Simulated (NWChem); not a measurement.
# B3LYP/cc-pCVDZ run of C2F2 (SMILES FC#CF)

What is the electronic atomisation energy of C2F2 at B3LYP/cc-pCVDZ? 

The calculation is run with NWChem 7.3.0.

## Step 1: The structure to begin with

The species is C2F2 (4 atoms), meant as a singlet with charge 0. As SMILES, `FC#CF`. Geometry: relaxed at PBE0-D4/def2-TZVP.

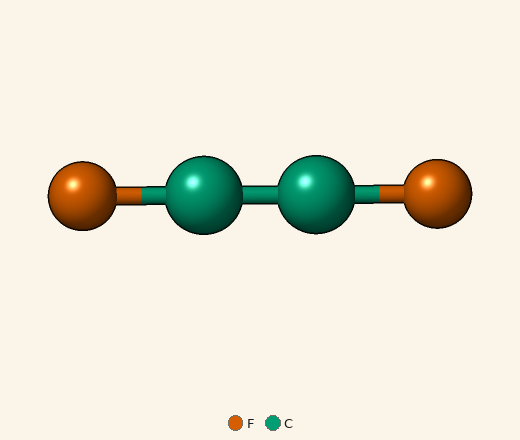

Viewed from a chosen angle; fluorine orange, carbon teal.

## Step 2: A single-point energy at B3LYP/cc-pCVDZ

Input file run.nw:

```
start run
title "C2F2"
memory total 2200 mb

geometry noautosym nocenter noautoz
   F    -0.136400    0.128000    1.852800
   C    -0.033700    0.030200    0.583200
   C     0.061400   -0.060400   -0.593400
   F     0.164100   -0.158200   -1.863000
end

basis spherical bse
   * library cc-pCVDZ
end

dft
   xc b3lyp
   mult 1
   grid fine
   convergence energy 1e-08
   iterations 100
   mulliken
   print low
end

task dft energy
```

Started as:

```console
$ nwchem run.nw > run.out
```

Output:

```text
[...]
 d= 0,ls=0.0,diis     1   -275.7052880477 -3.71D+02  1.62D-02  1.08D+00     0.7
[...]
 d= 0,ls=0.0,diis     7   -275.7645896650 -9.76D-09  3.93D-07  1.01D-09     3.5
         Total DFT energy =     -275.764589665035
      One electron energy =     -569.381803227312
           Coulomb energy =      229.849205450506
    Exchange-Corr. energy =      -31.742995758286
 Nuclear repulsion energy =       95.511003870056
[...]
      Total Density - Mulliken Population Analysis
     ---------------------------------------------
    Atom       Charge   Shell Charges
 -----------   ------   -------------------------------------------------------
    1 F    9     9.04   2.00  0.00  0.91  0.95  0.00  3.33  1.83  0.01
    2 C    6     5.96   2.01  0.00  0.62  0.42  0.00  2.08  0.68  0.14
    3 C    6     5.96   2.01  0.00  0.62  0.42  0.00  2.08  0.68  0.14
    4 F    9     9.04   2.00  0.00  0.91  0.95  0.00  3.33  1.83  0.01
[...]
```

Run time: 4.2 s. Hardware: 1 thread of Intel Xeon 6975P-C (Granite Rapids), shared host; peak memory 0.11 GiB.

## Step 3: The C atom at the same level

Input file c.nw:

```
start c
title "C"
memory stack 880 mb heap 220 mb global 1100 mb

geometry units au noautosym nocenter noautoz
  C   0.00000000  0.00000000  0.00000000
end

basis spherical bse
  * library cc-pCVDZ
end

dft
  xc b3lyp
  mult 3
  grid fine
  convergence energy 1e-08
  maxiter 100
  mulliken
  print low
end

task dft energy
```

Run the same way, it converges to -37.85262 Eh (log not shown).

## Step 4: The F atom at the same level

Input file nw.nw:

```
start nw
title "F B3LYP"
memory 2200 mb

geometry units atomic noautosym nocenter noautoz
   F      0.00000000     0.00000000     0.00000000
end

basis spherical bse
   F library cc-pCVDZ
end

dft
   xc b3lyp
   mult 2
   grid fine
   convergence energy 1e-08
   iterations 100
   mulliken
   print low
end

task dft energy
```

Run the same way, it converges to -99.72806 Eh (log not shown).

## Step 5: Results

At B3LYP/cc-pCVDZ:

```
                     quantity          value
       molecule: total energy  -275.76459 Eh
         C atom: total energy   -37.85262 Eh
                 C atom: ⟨S²⟩          2.002
         F atom: total energy   -99.72806 Eh
                 F atom: ⟨S²⟩          0.751
electronic atomisation energy      16.415 eV
```

In words: Taking the molecule apart into free atoms costs 16.41 eV (1584 kJ/mol), before zero-point energy and without spin-orbit coupling.
